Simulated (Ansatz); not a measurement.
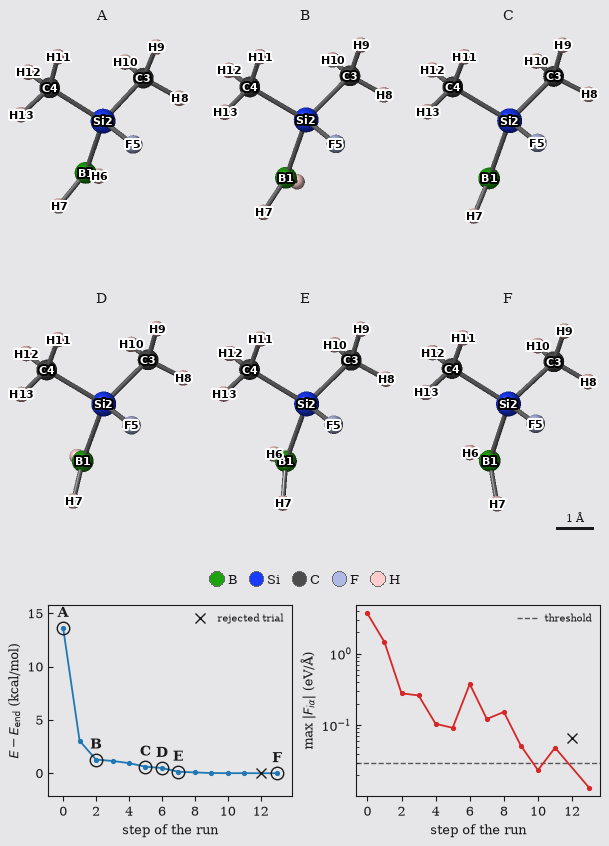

Frames of a relaxation of C₂H₈BFSi (coarse preliminary run), marked on the history of the run. The picture is a ball-and-stick view, seen at a tilt.

The start comes from a force field.

The calculation used RKS PBE-D4/def2-SVP (Ansatz 0.2.0).

Input
```yaml
crystal:
  periodic: [false, false, false]
  atoms:
    - {symbol: B, position_ang: [-0.611700, 1.770900, -0.235100]}
    - {symbol: Si, position_ang: [0.294200, 0.131300, -0.378000]}
    - {symbol: C, position_ang: [1.101500, -0.234500, 1.236500]}
    - {symbol: C, position_ang: [-0.828400, -1.225300, -0.788600]}
    - {symbol: F, position_ang: [1.461900, 0.236300, -1.611500]}
    - {symbol: H, position_ang: [-0.647200, 2.441700, 0.762900]}
    - {symbol: H, position_ang: [-1.235000, 2.226900, -1.173200]}
    - {symbol: H, position_ang: [1.887000, 0.594500, 1.486400]}
    - {symbol: H, position_ang: [1.685600, -1.180800, 1.215700]}
    - {symbol: H, position_ang: [0.372300, -0.307400, 2.074700]}
    - {symbol: H, position_ang: [-0.363700, -2.196700, -0.839500]}
    - {symbol: H, position_ang: [-1.647700, -1.301200, 0.032600]}
    - {symbol: H, position_ang: [-1.448400, -0.990500, -1.768100]}
basis:
  gaussian: {orbitals: def2-SVP}
hamiltonian: {xc: pbe, dispersion: d4}
relax: {f_tol: 0.03, max_steps: 200}
```

Command:
```bash
ansatz run in.yaml --threads 4 --pin off --events-out ev --progress --plain --max-ram 10444MiB
```

Describe the path.

After 12 accepted moves (13 points after the start) the energy has fallen by 13.6 kcal/mol. The largest force component goes from 3.7 to 0.013 eV/Å. The line search rejected the trial step at point 12 of the run. The forces were under the threshold at step 10, but the run went on from there. The largest moves after the best rigid fit, 0.97 Å, are those of H6 and H7. By element the largest moves are H 0.97 Å, B 0.15 Å, F 0.14 Å, C 0.13 Å, Si 0.02 Å. Among the contacts that change: B1–Si2 1.879 → 2.010 Å, Si2–C4 1.808 → 1.888 Å, C4–H13 1.183 → 1.108 Å, C3–H8 1.169 → 1.108 Å. Among the angles between lasting bonds that change: Si2–B1–H6 124.3° → 119.3°, H12–C4–H13 103.2° → 108.2°, Si2–C4–H11 114.8° → 109.8°. Groups turn about B1–Si2 by about 60°. The run took 15 s on 4 threads of Arm Neoverse V2 (shared host). From step 0 to 2: H6 moves most (0.21 Å), energy −12.4 kcal/mol. From step 2 to 5: H6 moves most (0.31 Å), energy −0.66 kcal/mol. From step 5 to 6: H6 moves most (0.20 Å), energy −0.12 kcal/mol. From step 6 to 7: H7 moves most (0.20 Å), energy −0.35 kcal/mol. From step 7 to 13: H7 moves most (0.34 Å), energy −0.14 kcal/mol.
